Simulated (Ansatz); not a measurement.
## Electronic structure of CH$_{7}$BFNOSi (SMILES NBOC[SiH2]F) in real space

| atom | x (Å) | y (Å) | z (Å) |
| --- | --- | --- | --- |
| N | -0.4420 | -2.5681 | 0.8598 |
| B | -0.2159 | -1.2068 | 0.5536 |
| O | -0.0615 | -0.8469 | -0.8052 |
| C | 0.1901 | 0.5478 | -1.2110 |
| Si | 1.9235 | 0.4855 | -2.0710 |
| F | 2.3733 | 2.0671 | -2.6083 |
| H | -0.4983 | -3.2886 | 0.1427 |
| H | -0.5679 | -2.8949 | 1.8126 |
| H | -0.1579 | -0.3728 | 1.4243 |
| H | -0.6062 | 0.8561 | -1.9094 |
| H | 0.1793 | 1.2312 | -0.3417 |
| H | 2.9532 | 0.0128 | -1.0674 |
| H | 1.8716 | -0.4215 | -3.2803 |

Level of theory: Ansatz, RKS revPBE/6-31G.

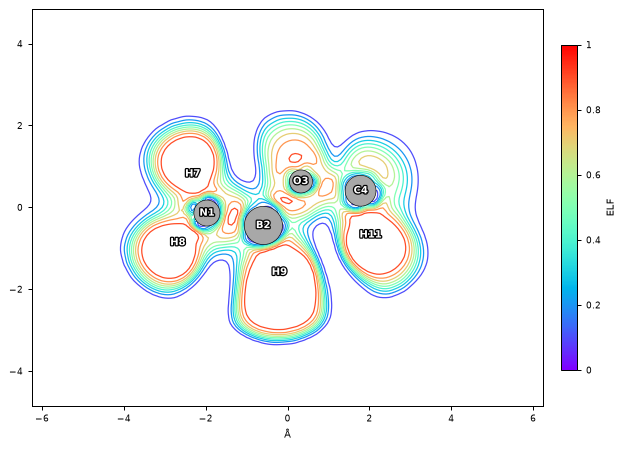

Figure 1. Electron localisation function on the plane of atoms H7, N1 and H8. Grey discs cover the atomic cores.

What does the map show?

Answer. Atoms in the plane: N, B, O, C and H. B–N (1.41 Å): the ELF peaks at about 0.95 between the atoms: a polar covalent bond. B–O (1.41 Å): the ELF peaks at about 0.90 between the atoms, as expected for a polar covalent bond. C–O (1.47 Å): the ELF peaks at about 0.85 between the atoms; a polar covalent bond. N–H (1.02 Å): the ELF climbs to about 1 towards the hydrogen, as it does in any bond to H: an ordinary covalent bond to hydrogen. C–H (1.11 Å): the ELF climbs to about 1 towards the hydrogen; a covalent bond by its length. The ELF also peaks beside O3, away from the bonds: lone-pair regions.

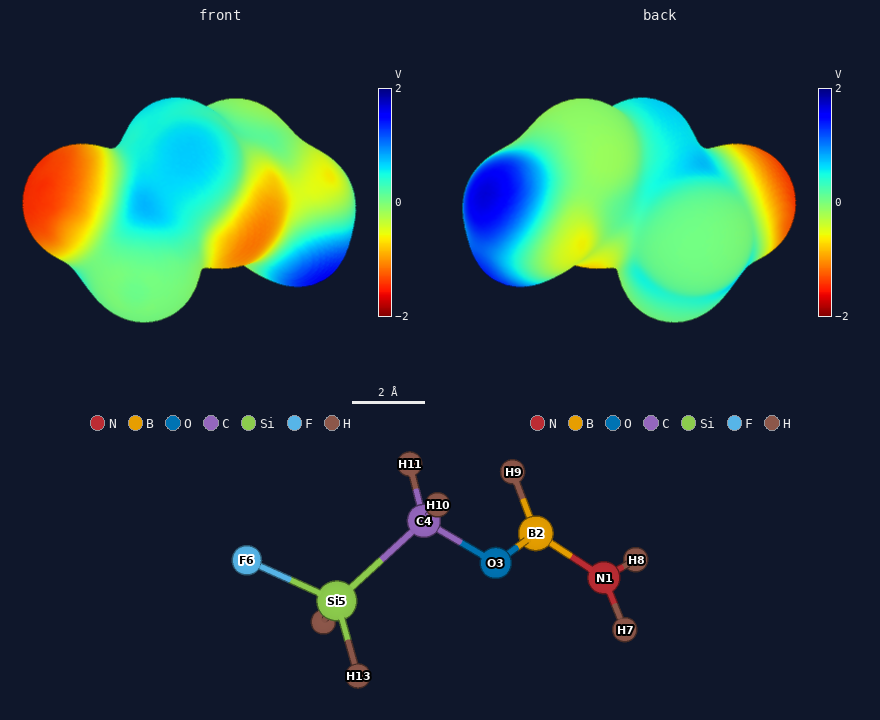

Figure 2. The molecular electrostatic potential painted on the density surface at 0.001 e/bohr³, seen from the front and from behind; red is negative and blue positive. The bare structure is drawn below in the same view.

Describe the electrostatic potential map.

Answer. The most negative region (about −1.4 V) lies over F6, the most positive (about +1.6 V) over H8.

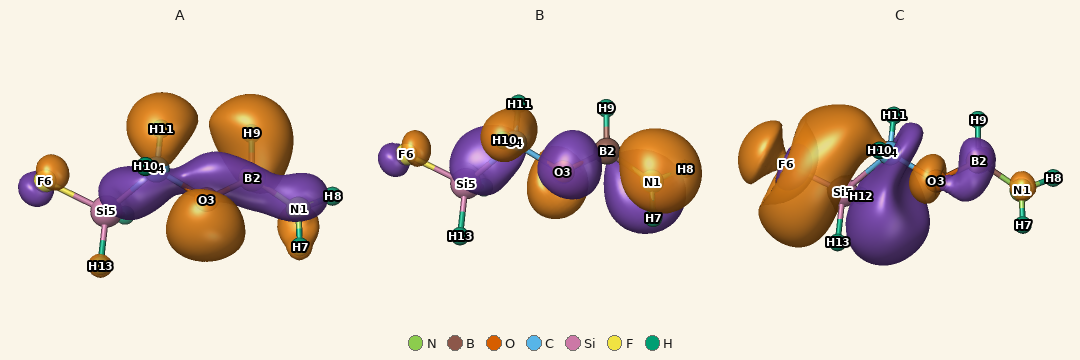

Figure 3. Three frontier orbitals at ±0.08 Å⁻³ᐟ² (orange and purple are the two phases), in no order.

Order the three orbitals by energy and name them.

Answer. A is the HOMO−1 (−6.98 eV). By Hirshfeld shares it lies mainly on O3 (about 50 %), B2 (about 10 %), C4 (about 10 %) and H9 (about 10 %). B is the HOMO (−5.81 eV). It lies mainly on N1 (about 40 %), O3 (about 30 %) and C4 (about 5 %); largely a combination of lone pairs on N1 and O3. C is the LUMO (−0.59 eV). Its weight (Hirshfeld) is mainly on Si5 (about 50 %), F6 (about 20 %), C4 (about 10 %) and O3 (about 10 %).

What is the HOMO–LUMO gap?

Answer. 5.22 eV between the orbital energies.
